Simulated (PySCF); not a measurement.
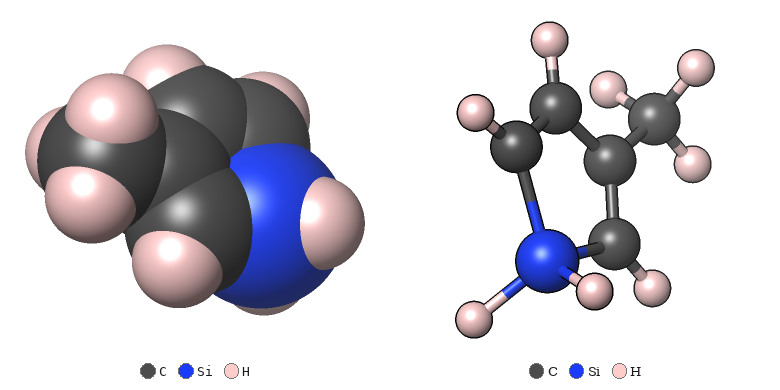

The same structure drawn twice, from different directions.

Computed geometry: PBE0-D3(BJ)/def2-SVP optimisation. No frequency run is at hand to confirm it as a minimum.

Question: Which formula does it have?

Answer: C5H8Si, 14 atoms: 5 carbon, 8 hydrogen and 1 silicon.

Question: Name some functional groups or characteristic bonds that it holds.

Answer: Among them: alkene, Si–H bond.

Question: Give the symmetry (Schoenflies symbol).

Answer: Cs.

Question: Does it have rings?

Answer: Independent rings (smallest set): 1 of 5 members.

Question: Count the bonded pairs by element.

Answer: 6 C–H, 4 C–C, 2 C–Si, 2 Si–H.

The parts below concern this one geometry. Atoms keep their numbers from picture to picture.

### Shape

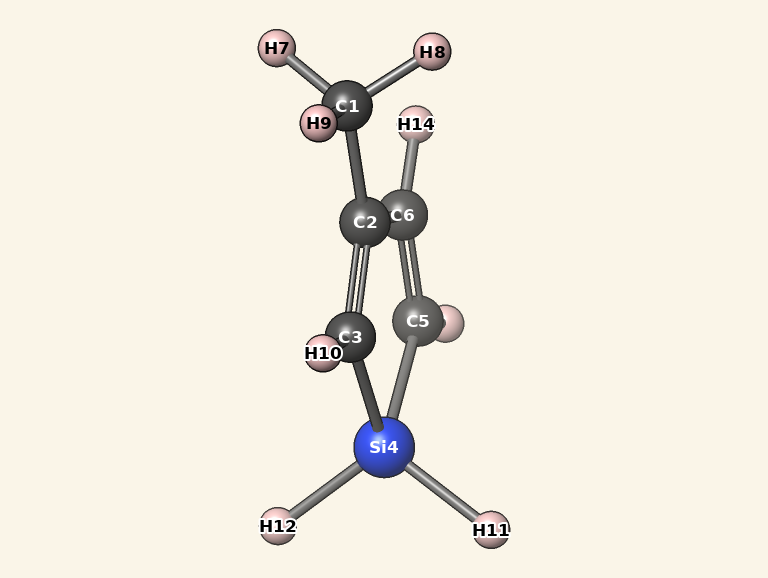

C6 lies behind C2. The molecule seen a little off the C2–C6 bond, C2 in front. Atoms fade into the background with distance from the viewer. No frequency run is at hand to confirm it as a minimum.

Question: What is the torsion angle C1–C2–C6–C5? The sign is positive where the front bond must turn clockwise to cover the back bond.

Answer: 180°, antiperiplanar (anti).

### Dipole moment

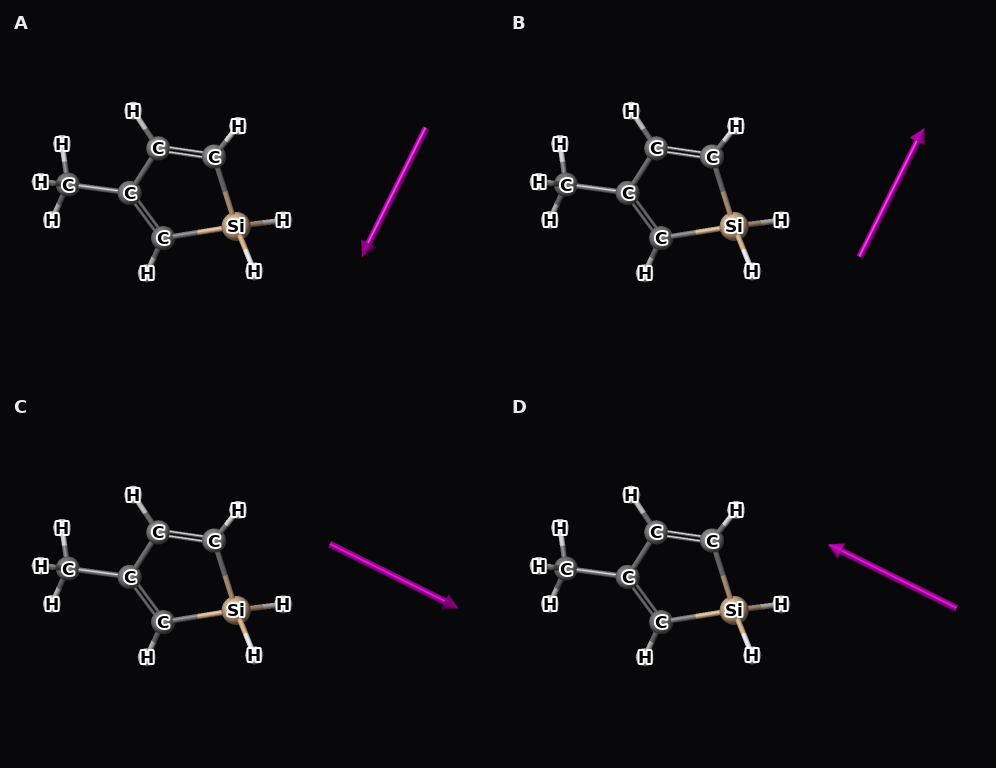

The same molecule four times, each with an arrow. No frequency run is at hand to confirm it as a minimum. Level of theory: ωB97X-D/def2-SVPD, gas phase (PySCF 2.14.0).

Question: Which arrow points along the dipole moment, from the negative to the positive end?

Answer: D. The dipole moment is 1.14 D.

### Excitation

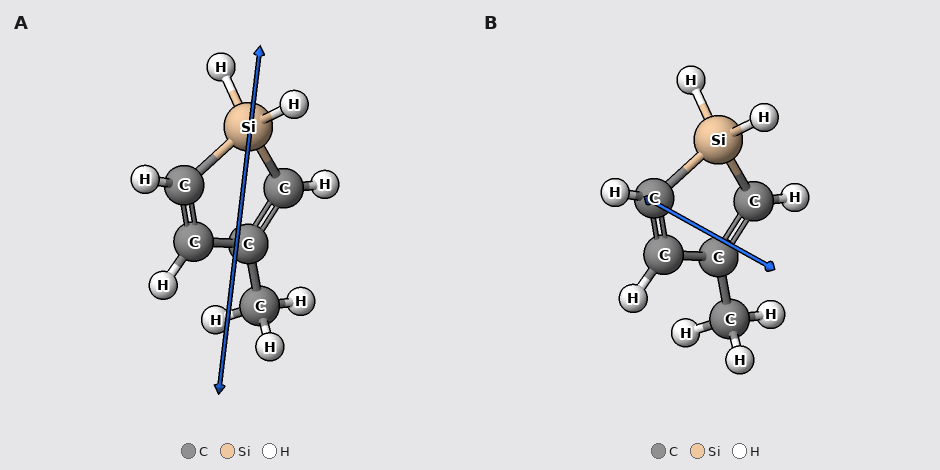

The double arrows show the directions of two transition dipoles from the ground state (lengths mean nothing). No frequency run is at hand to confirm it as a minimum. Method: TDDFT LC-wPBE/def2-SVPD, vertical, gas phase, core orbitals frozen in the response (PySCF 2.14.0).

Question: One belongs to singlet state 5 and one to singlet state 9. Which is which?

Answer: A: state 5, 7.12 eV (174 nm), oscillator strength 0.14, mainly HOMO−1 → LUMO (weight 0.81).
B: state 9, 8.14 eV (152 nm), oscillator strength 0.019, mainly HOMO → LUMO+6 (weight 0.53).

### Polarisability

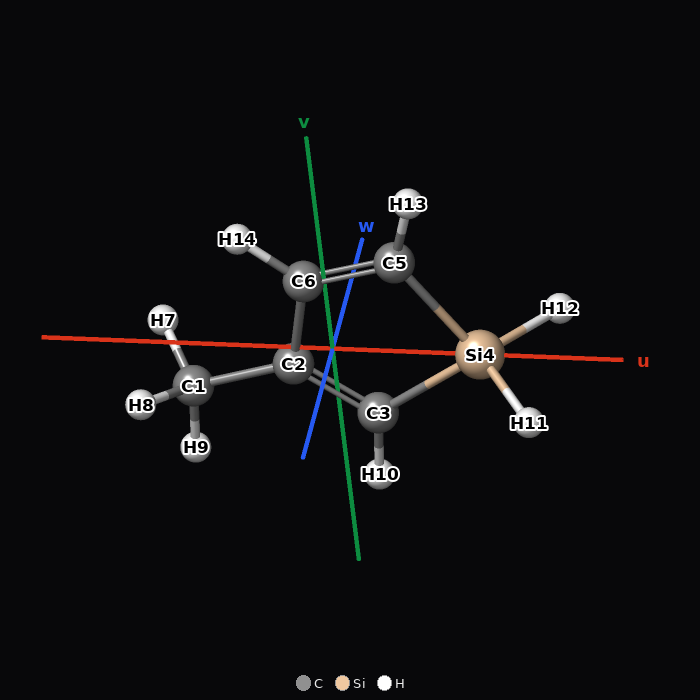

The lines u, v and w are the principal axes of the static dipole polarisability. No frequency run is at hand to confirm it as a minimum. Method: LC-wPBE/def2-SVPD (PySCF 2.14.0).

Question: Along which axis is the molecule most polarisable, and along which least?

Answer: Most along u (close to the long direction C1···Si4), least along w.

Question: Give the three principal values.

Answer: u 103.2, v 80.3, w 59.9 bohr³; mean 81.2, anisotropy 37.5 bohr³.
